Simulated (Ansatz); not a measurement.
CH₈N₂Si

The calculation's input:

```
crystal:
  periodic: [false, false, false]
  atoms:
    - { symbol: Si, position_ang: [0.0, 0.0, 0.0] }
    - { symbol: H, position_ang: [0.0, 0.0, 1.46] }
    - { symbol: "N", position_ang: [1.7163, 0.0, -0.6061] }
    - { symbol: H, position_ang: [2.2145, -0.918, -0.7868] }
    - { symbol: H, position_ang: [2.2175, 0.918, -0.7783] }
    - { symbol: C, position_ang: [-0.8808, 1.5259, -0.6227] }
    - { symbol: H, position_ang: [-1.9334, 1.2723, -0.8671] }
    - { symbol: H, position_ang: [-0.8624, 2.3106, 0.1622] }
    - { symbol: H, position_ang: [-0.3704, 1.9025, -1.5336] }
    - { symbol: "N", position_ang: [-0.8572, -1.4851, -0.6061] }
    - { symbol: H, position_ang: [-1.3922, -2.1014, 0.0704] }
    - { symbol: H, position_ang: [-0.8219, -1.7344, -1.6357] }
basis:
  gaussian: { orbitals: "6-31G" }
hamiltonian:
  xc: { name: BHLYP }
relax:
  f_tol: 0.02
  max_steps: 40
output:
  orbitals: {}
```

Launched as:

```sh
ansatz run input.yaml --threads 1 --pin off --max-ram 2048MiB --backend cpu --events-out ev --progress --plain --runs-dir out
```

The fields are those of the run's last geometry, not of the input's.

Method: RKS BHLYP/6-31G in Ansatz 0.2.0.

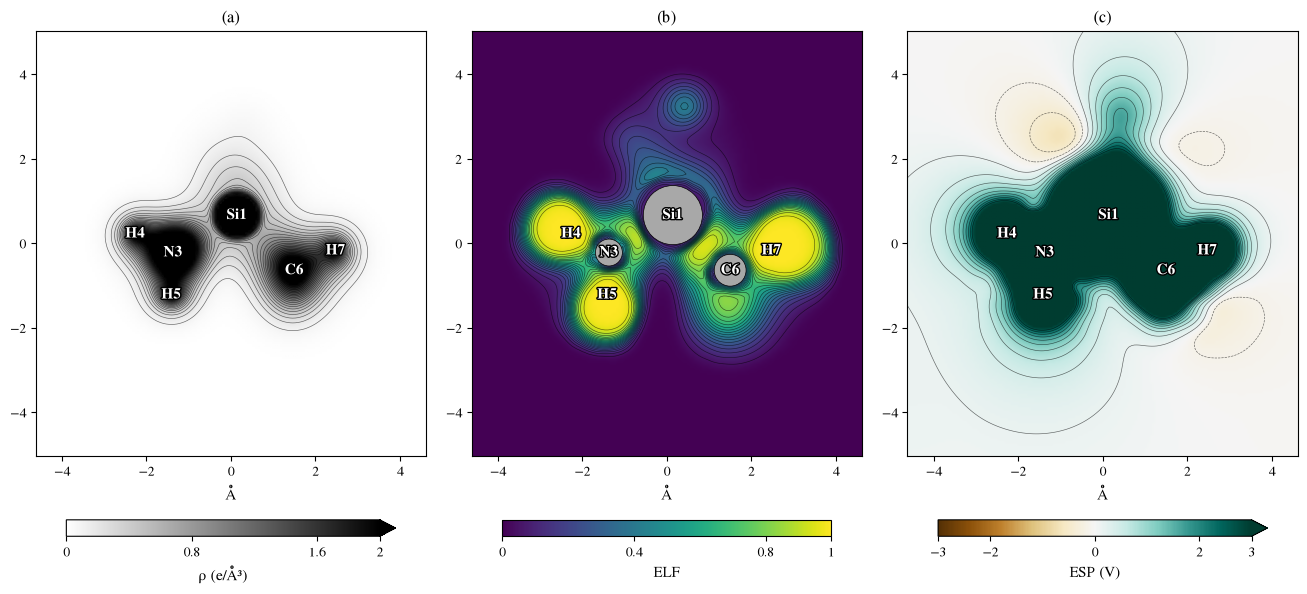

Figure 1. (a) electron density; (b) ELF; (c) electrostatic potential on the plane of atoms H4, N3 and H5. Grey discs cover the atomic cores in the ELF map.

Describe what can be read from this map.

Answer. The section cuts through Si, N, H and C sites. Si–N (1.75 Å): ρ at the midpoint is about 0.89 e/Å³; the ELF peaks at about 0.90 between the atoms; a polar covalent bond. C–Si (1.89 Å): ρ is about 0.83 e/Å³ halfway; the ELF peaks at about 0.95 between the atoms (a shared electron pair). N–H (1.00 Å): the density is about 2.7 e/Å³ at the midpoint; the ELF climbs to about 1 towards the hydrogen, as it does in any bond to H; an ordinary covalent bond to hydrogen. C–H (1.09 Å): ρ at the midpoint is about 1.8 e/Å³; the ELF climbs to about 1 towards the hydrogen: a covalent bond by its length. Outside the dense part of the molecule the potential is most negative (−0.7 V) near N10, which lies off the plane.

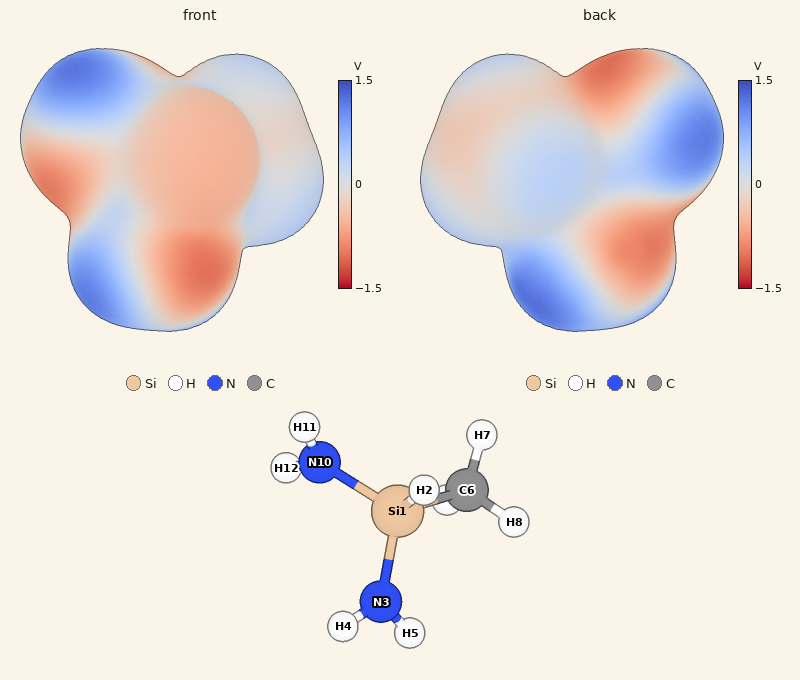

Figure 2. The electrostatic potential painted on the density surface at 0.001 e/bohr³, seen from the front and from behind; the colour scale runs from red (negative) to blue (positive). The bare structure is drawn below in the same view.

Describe the electrostatic potential map.

Answer. The most negative region (about −1.0 V) lies over N3 and N10, the most positive (about +1.2 V) over H5, H11 and H12.

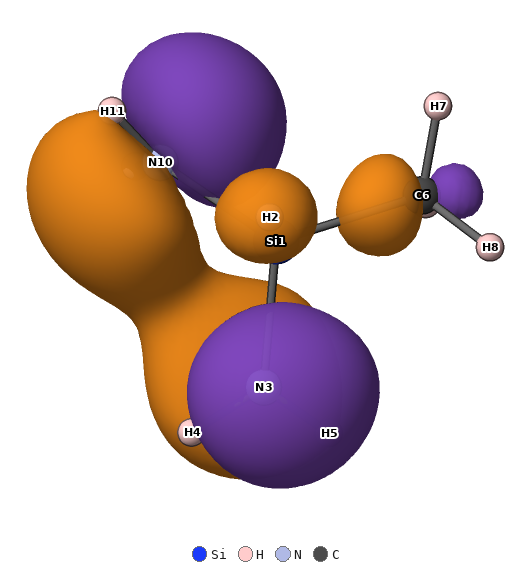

Figure 3. The HOMO−1 at ±0.08 Å⁻³ᐟ² (orange and purple are the two phases), seen across its widest extent.

What is the character of this orbital?

Answer. By Hirshfeld shares it lies mainly on N3 (about 40 %) and N10 (about 35 %); largely a combination of lone pairs on N3 and N10. Its energy is −8.29 eV.
